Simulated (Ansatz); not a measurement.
# CH₅GeN: single points with varied inputs, part 2 of 2

Ansatz 0.2.0, Gaussian basis; the settings change from run to run. The steps go on from the part before.

## (7) rPW86-PBE/6-31G*

This run has multiplicity 3, atoms shaken by 0.03 Å, finite nuclei.

File in.yaml:

```yaml
crystal:
  periodic: [false, false, false]
  atoms:
    - {symbol: C, position_ang: [-0.672979, 0.486051, -0.472010]}
    - {symbol: N, position_ang: [-0.296857, 0.635304, 0.846443]}
    - {symbol: Ge, position_ang: [0.517475, -0.885556, 0.075269]}
    - {symbol: H, position_ang: [-1.641832, 0.174641, -0.681619]}
    - {symbol: H, position_ang: [-0.265020, 1.112290, -1.290114]}
    - {symbol: H, position_ang: [0.344214, 1.328203, 1.016656]}
    - {symbol: H, position_ang: [2.033348, -0.699712, -0.237919]}
    - {symbol: H, position_ang: [0.095186, -2.200457, 0.710131]}
basis:
  gaussian: {orbitals: "6-31G*", nuclear_model: gaussian}
magnetization: {spin_polarized: true, initial_magnetization: 2}
hamiltonian: {xc: {name: rPW86-PBE}}
```

Command:

```
> ansatz run in.yaml --threads 2 --pin off --events-out ev --progress --plain --max-ram 4352MiB
```

The log of the run:

```text
Functional definition: rPW86-PBE
  name "rPW86-PBE"
  cite "Murray, Lee & Langreth, J. Chem. Theory Comput. 5, 2754 (2009) doi:10.1021/ct900365q"
  cite "Perdew, Burke & Ernzerhof, Phys. Rev. Lett. 77, 3865 (1996) doi:10.1103/PhysRevLett.77.3865"
  parent pbe
  exchange = rpw86_x
  correlation = pbe_c
930 factors; their error is unknown
mean field evaluation 1: about -59133.4195 eV, gradient 4.1e1 eV
mean field evaluation 2: about -59102.4427 eV, gradient 8.5e1 eV
mean field evaluation 4: about -59139.7336 eV, gradient 1.3e1 eV
mean field evaluation 8: about -59140.5224 eV, gradient 1.9e-1 eV
mean field evaluation 16: about -59140.4836 eV, gradient 4.9e-4 eV
mean field -59140.48360488 eV, -2173.3726856198 hartree, gradient 3.3e-5 eV, S^2 2.004628; 1 other end points of the search recorded, 0 dependent functions left out
reference -59140.48371060 eV, -2173.3726895048 hartree; 26, 24 occupied and 49, 51 virtual orbitals, 930 factors
Total energy: -59140.48371060 eV, -2173.3726895048 hartree
```

Run time: 5 s. Hardware: 2 threads of Arm Neoverse V1, shared host.

⟨S²⟩ 2.005.

## (8) HSE06/def2-mTZVP

Set apart from the defaults: charge -1, multiplicity 2, coordinates scaled by 0.96, density fitting with cc-pVTZ-jkfit, D3(BJ) with three-body dispersion.

File in.yaml:

```yaml
crystal:
  periodic: [false, false, false]
  atoms:
    - {symbol: C, position_ang: [-0.627528, 0.425476, -0.530852]}
    - {symbol: N, position_ang: [-0.289807, 0.574764, 0.836228]}
    - {symbol: Ge, position_ang: [0.532107, -0.854841, 0.102893]}
    - {symbol: H, position_ang: [-1.627095, 0.180640, -0.699543]}
    - {symbol: H, position_ang: [-0.249961, 1.116786, -1.217129]}
    - {symbol: H, position_ang: [0.297618, 1.337151, 0.979963]}
    - {symbol: H, position_ang: [1.958514, -0.705754, -0.195110]}
    - {symbol: H, position_ang: [0.094569, -2.129037, 0.669982]}
basis:
  gaussian: {orbitals: def2-mTZVP, fitting: {mean_field: cc-pVTZ-jkfit}}
total_charge: -1
magnetization: {spin_polarized: true, initial_magnetization: 1}
hamiltonian: {xc: {name: HSE06}, dispersion: d3bjatm}
```

Launched as before.

The log of the run:

```text
Functional definition: HSE06
  name "HSE06"
  cite "Heyd, Scuseria & Ernzerhof, J. Chem. Phys. 118, 8207 (2003) doi:10.1063/1.1564060"
  cite "Krukau, Vydrov, Izmaylov & Scuseria, J. Chem. Phys. 125, 224106 (2006) doi:10.1063/1.2404663"
  cite "Heyd & Scuseria, J. Chem. Phys. 120, 7274 (2004) doi:10.1063/1.1668634"
  cite "Ernzerhof & Perdew, J. Chem. Phys. 109, 3313 (1998) doi:10.1063/1.476928"
  cite "Perdew, Burke & Ernzerhof, Phys. Rev. Lett. 77, 3865 (1996) doi:10.1103/PhysRevLett.77.3865"
  parent pbe
  parameter a = 0.25
  parameter omega = 0.11/bohr
  # The whole range is PBE's own exchange, as in plane waves. The composition of these papers is wPBEh.
  exchange = pbe_x - a*pbe_x_sr(omega) + a*exact_x_sr(omega)
  correlation = pbe_c
515 factors; integrals over basis functions are off by at most 1.1e-1 eV
515 factors; integrals over basis functions are off by at most 1.8e-7 eV
mean field evaluation 1: about -59109.8822 eV, gradient 2.9e1 eV
mean field evaluation 2: about -59105.1636 eV, gradient 4.3e1 eV
mean field evaluation 4: about -59112.8726 eV, gradient 2.4e0 eV
mean field evaluation 8: about -59112.8925 eV, gradient 7.0e-2 eV
mean field evaluation 16: about -59112.8926 eV, gradient 1.9e-4 eV
mean field evaluation 32: about -59112.0631 eV, gradient 5.5e0 eV
mean field -59112.89263290 eV, -2172.3587361014 hartree, gradient 1.7e-5 eV, S^2 0.753147; 6 other end points of the search recorded, 0 dependent functions left out
reference -59112.89267048 eV, -2172.3587374824 hartree; 26, 25 occupied and 63, 64 virtual orbitals, 515 factors
Total energy: -59112.97891513 eV, -2172.3619069146 hartree
```

Run time: 4.8 s. Hardware: 2 threads of Arm Neoverse V1, shared host; peak memory 0.26 GiB.

⟨S²⟩ 0.753.

## (9) B2GP-PLYP/def2-TZVPD

This run has multiplicity 3.

File in.yaml:

```yaml
crystal:
  periodic: [false, false, false]
  atoms:
    - {symbol: C, position_ang: [-0.653675, 0.443204, -0.552971]}
    - {symbol: N, position_ang: [-0.301882, 0.598712, 0.871071]}
    - {symbol: Ge, position_ang: [0.554278, -0.890460, 0.107180]}
    - {symbol: H, position_ang: [-1.694891, 0.188167, -0.728691]}
    - {symbol: H, position_ang: [-0.260376, 1.163318, -1.267842]}
    - {symbol: H, position_ang: [0.310019, 1.392866, 1.020794]}
    - {symbol: H, position_ang: [2.040119, -0.735160, -0.203239]}
    - {symbol: H, position_ang: [0.098509, -2.217747, 0.697898]}
basis:
  gaussian: {orbitals: def2-TZVPD}
magnetization: {spin_polarized: true, initial_magnetization: 2}
hamiltonian: {xc: {name: B2GP-PLYP}}
output: {forces: true}
```

The command is unchanged.

The log of the run:

```text
Functional definition: B2GP-PLYP
  name "B2GP-PLYP"
  cite "Karton, Tarnopolsky, Lamère, Schatz & Martin, J. Phys. Chem. A 112, 12868 (2008) doi:10.1021/jp801805p"
  cite "Becke, Phys. Rev. A 38, 3098 (1988) doi:10.1103/PhysRevA.38.3098"
  cite "Lee, Yang & Parr, Phys. Rev. B 37, 785 (1988) doi:10.1103/PhysRevB.37.785"
  parameter a = 0.65
  parameter c = 0.36
  exchange = (1 - a)*b88_x + a*exact_x
  correlation = (1 - c)*lyp_c + c*(mp2_os + mp2_ss)
1195 factors; integrals over basis functions are off by at most 1.1e-3 eV
mean field evaluation 1: about -59095.6290 eV, gradient 2.5e1 eV
mean field evaluation 2: about -59095.6765 eV, gradient 2.5e1 eV
mean field evaluation 4: about -59098.3569 eV, gradient 3.2e0 eV
mean field evaluation 8: about -59098.4472 eV, gradient 4.8e-1 eV
mean field evaluation 16: about -59098.4568 eV, gradient 1.2e-2 eV
mean field evaluation 32: about -59098.4568 eV, gradient 1.6e-5 eV
mean field -59098.45683730 eV, -2171.8282303979 hartree, gradient 6.0e-6 eV, S^2 2.024373; 2 other end points of the search recorded, 0 dependent functions left out
11 core orbitals not correlated: weight in the atoms' cores, before any rotation towards them, 1.000 or more for the frozen orbitals, at most 0.000 for the correlated occupied ones
reference -59098.45697158 eV, -2171.8282353325 hartree; 15, 13 occupied and 147, 149 virtual orbitals, 1195 factors
second order -19.22668187 eV of doubles, -0.00000000 eV of singles
the calculation of the forces begins
Total energy: -59105.37857705 eV, -2172.0825996420 hartree
Atom 0 at    -0.653675     0.443204    -0.552971 Å, force    -1.810822     3.630596     0.615260 eV/Å
Atom 1 at    -0.301882     0.598712     0.871071 Å, force    -1.371971     1.329208    -0.814927 eV/Å
Atom 2 at     0.554278    -0.890460     0.107180 Å, force     3.082746    -5.314576    -0.566893 eV/Å
Atom 3 at    -1.694891     0.188167    -0.728691 Å, force     0.157090    -0.685331    -0.034542 eV/Å
Atom 4 at    -0.260376     1.163318    -1.267842 Å, force    -0.144645     0.122635     0.137106 eV/Å
Atom 5 at     0.310019     1.392866     1.020794 Å, force     0.296172     0.252313    -0.078300 eV/Å
Atom 6 at     2.040119    -0.735160    -0.203239 Å, force    -0.106579     0.337964     0.441424 eV/Å
Atom 7 at     0.098509    -2.217747     0.697898 Å, force    -0.101992     0.327191     0.300872 eV/Å
Dipole moment:    -0.141701     0.496855    -0.103579 e Å
```

It took 33 s on 2 threads of Arm Neoverse V1, shared host; peak memory 0.91 GiB.

Largest force 6.170 eV/Å, dipole 2.53 D, ⟨S²⟩ 2.024.

## (10) CAM-B3LYP/def2-TZVPP

This run has charge -1, multiplicity 2, density fitting with def2-universal-jkfit.

in.yaml: that of step 9 with these lines changed.

```diff
@@ -12,5 +12,5 @@
 basis:
-  gaussian: {orbitals: def2-TZVPD}
-magnetization: {spin_polarized: true, initial_magnetization: 2}
-hamiltonian: {xc: {name: B2GP-PLYP}}
-output: {forces: true}
+  gaussian: {orbitals: def2-TZVPP, fitting: {mean_field: def2-universal-jkfit}}
+total_charge: -1
+magnetization: {spin_polarized: true, initial_magnetization: 1}
+hamiltonian: {xc: {name: CAM-B3LYP}}
```

The command is unchanged.

The log of the run:

```text
Functional definition: CAM-B3LYP
  name "CAM-B3LYP"
  cite "Yanai, Tew & Handy, Chem. Phys. Lett. 393, 51 (2004) doi:10.1016/j.cplett.2004.06.011"
  cite "Iikura, Tsuneda, Yanai & Hirao, J. Chem. Phys. 115, 3540 (2001) doi:10.1063/1.1383587"
  cite "Becke, Phys. Rev. A 38, 3098 (1988) doi:10.1103/PhysRevA.38.3098"
  cite "Lee, Yang & Parr, Phys. Rev. B 37, 785 (1988) doi:10.1103/PhysRevB.37.785"
  cite "Vosko, Wilk & Nusair, Can. J. Phys. 58, 1200 (1980) doi:10.1139/p80-159"
  parameter alpha = 0.19
  parameter beta = 0.46
  parameter omega = 0.33/bohr
  parameter ac = 0.81
  # Exact exchange under (alpha + beta erf(omega r))/r, Becke's under what is left of 1/r.
  exchange = (1 - alpha - beta)*b88_x + beta*b88_x_sr(omega) + alpha*exact_x + beta*exact_x_lr(omega)
  correlation = (1 - ac)*vwn5_c + ac*lyp_c
508 factors; integrals over basis functions are off by at most 1.1e0 eV
508 factors; integrals over basis functions are off by at most 6.2e-6 eV
mean field evaluation 1: about -59124.5166 eV, gradient 2.4e1 eV
mean field evaluation 2: about -59124.0730 eV, gradient 2.8e1 eV
mean field evaluation 4: about -59126.3280 eV, gradient 1.4e0 eV
mean field evaluation 8: about -59126.3394 eV, gradient 1.0e-1 eV
mean field evaluation 16: about -59126.3410 eV, gradient 2.7e-3 eV
mean field evaluation 32: about -59126.1784 eV, gradient 1.3e0 eV
mean field -59126.34095854 eV, -2172.8529529529 hartree, gradient 2.9e-5 eV, S^2 0.754921; 4 other end points of the search recorded, 0 dependent functions left out
reference -59126.34107590 eV, -2172.8529572661 hartree; 26, 25 occupied and 154, 155 virtual orbitals, 508 factors
Total energy: -59126.34107590 eV, -2172.8529572661 hartree
```

Wall time 11 s (2 threads of Arm Neoverse V1, shared host); peak memory 0.48 GiB.

⟨S²⟩ 0.755.

## (11) The runs in one table

```tsv
level	charge	multiplicity	geometry	functions	energy (eV)	time
B2GP-PLYP/pcseg-2	0	1	relaxed	173	-59109.562	8.5 s
r2SCANh/def2-mTZVPP	-1	2	relaxed	104	-59121.786	5.5 s
B2PLYP/aug-cc-pVDZ	1	2	relaxed, point charge	127	-59100.948	30 s
r2SCAN/cc-pVDZ	0	1	relaxed	80	-59122.386	2.7 s
wPBEh/pcseg-2	-1	2	relaxed, point charge	173	-59119.619	12 s
rPW86-PBE/6-31G*	0	3	shaken	75	-59140.484	5 s
HSE06/def2-mTZVP	-1	2	scaled	89	-59112.979	4.8 s
B2GP-PLYP/def2-TZVPD	0	3	relaxed	173	-59105.379	33 s
CAM-B3LYP/def2-TZVPP	-1	2	relaxed	180	-59126.341	11 s
```

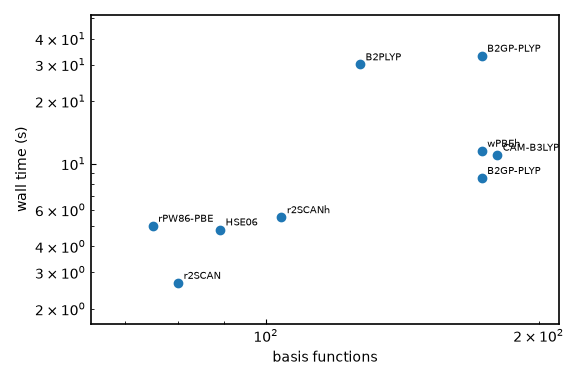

Wall time against the number of basis functions (shared host).

## (12) Results

The summary covers parts 1 to 2.

```
                                         quantity                       value
                                             runs                           9
                                         quickest       r2SCAN/cc-pVDZ, 2.7 s
                                          slowest  B2GP-PLYP/def2-TZVPD, 33 s
spread of total energies, same state and geometry                     12.8 eV
                  dipole, same state and geometry              1.43 to 1.64 D
```

**Reading.** B2GP-PLYP/def2-TZVPD took 12 times as long as r2SCAN/cc-pVDZ. The jobs differ in tasks and options as well as level. The totals spread over 13 eV; they can't be compared across methods or bases. At the PBE0-D4/def2-TZVP geometry and in the same state, runs without warnings or point charges leave forces up to 0.66 eV/Å (r2SCAN/cc-pVDZ).
